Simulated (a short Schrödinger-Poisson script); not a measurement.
Structure: symmetric double-gate stack, Si3N4 on p-type Si(100), at 400 K.

```tsv
layer	material	thickness (nm)	Na (cm⁻³)
1	Si3N4	2.1	-
2	Si	20	3e16
3	Si3N4	2.1	-
```

The device is made up for the run: typed textbook-type constants, with dimensions and the other settings drawn at random. Si3N4: permittivity 7.5, conduction-band edge (eV) 1.95, gap (eV) 5.1, electron mass (mₑ) 0.5. Si: permittivity 11.7, conduction-band edge (eV) 0, gap (eV) 1.124, Nv at 300 K (cm⁻³) 3.1e19.

Channel valleys (confinement mass, in-plane density-of-states mass, number): Δ2 0.916, 0.19, 2; Δ4 0.19, 0.417, 4. At the gates, both at one voltage, the conduction-band edge of layer 1 lies 2 eV − eVg above the Fermi level of the channel. Gaps are held at their typed values at every temperature. Mesh 0.03 nm at interfaces.

Solved with a short Schrödinger-Poisson script written for these runs: 1D Poisson equation in equilibrium, electrons quantum, Hartree (BenDaniel-Duke, 12 states a valley, the channel's in-plane mass for all, wave functions free to enter the dielectric), parabolic valleys, classical holes, full ionisation, no traps, pinning or gate leakage.

Only gate voltages with over 1e8 electrons/cm² are shown.

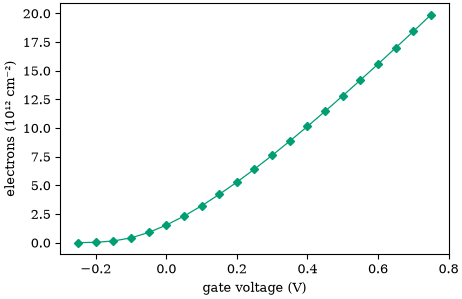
Fig. 1. Sheet density against gate voltage

```
Vg (V)  electrons (cm⁻²)  C (μF/cm²)  Δ2 E0 (meV)  Δ2 E1 (meV)  Δ4 E0 (meV)  Δ4 E1 (meV)
------  ----------------  ----------  -----------  -----------  -----------  -----------
-0.25            1.08e10      0.0500        305.2        307.8        308.6        321.6
-0.15            1.55e11       0.581        213.8        215.5        217.5        229.4
-0.05            8.98e11        1.81        151.3        151.3        159.7        167.3
0.05             2.32e12        2.71        110.2        110.2        129.5        132.8
0.15             4.22e12        3.32         81.1         81.1        109.8        111.1
0.25             6.43e12        3.75         59.2         59.2         95.3         96.0
0.35             8.87e12        4.05         41.9         41.9         84.3         84.6
0.45             1.15e13        4.27         27.6         27.6         75.4         75.5
0.55             1.42e13        4.44         15.5         15.5         67.9         68.0
0.65             1.70e13        4.57          4.8          4.8         61.5         61.6
0.75             1.99e13        4.67         -4.7         -4.7         55.8         55.9
```

Subbands count from the Fermi level. The capacitance is that of both gates.
